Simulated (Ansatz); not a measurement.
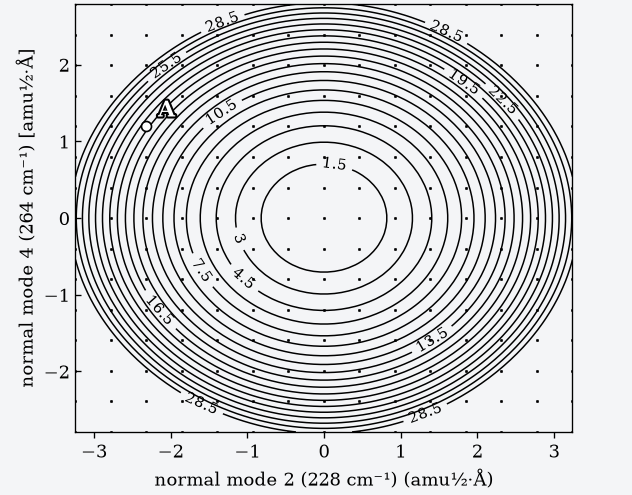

F2MoO2, SMILES [O]=[Mo](=[O])([F])[F]. First axis: normal mode 2 (228 cm⁻¹). Second axis: normal mode 4 (264 cm⁻¹). Nothing is relaxed (straight displacements along the two mass-weighted modes). The grid has 15 × 15 points; 65 points were computed and 160 follow by symmetry. Points are written as (first, second). All energies are given in kcal/mol relative to the lowest grid point. Theory: RKS PBE-D4/def2-SVP (Ansatz 0.2.0).

The picture shows contour lines labelled in kcal/mol (none above 28.5), dots at the grid points, the point A. Between grid points the surface is interpolated.

**Which way does the force act at A, and how strong is it?**

A, at (−2.31 amu½·Å, 1.195 amu½·Å), is not a stationary point. The computed force is 13 kcal/mol for each amu½·Å towards larger values of normal mode 2 (228 cm⁻¹) and 9.6 kcal/mol for each amu½·Å towards smaller values of normal mode 4 (264 cm⁻¹).
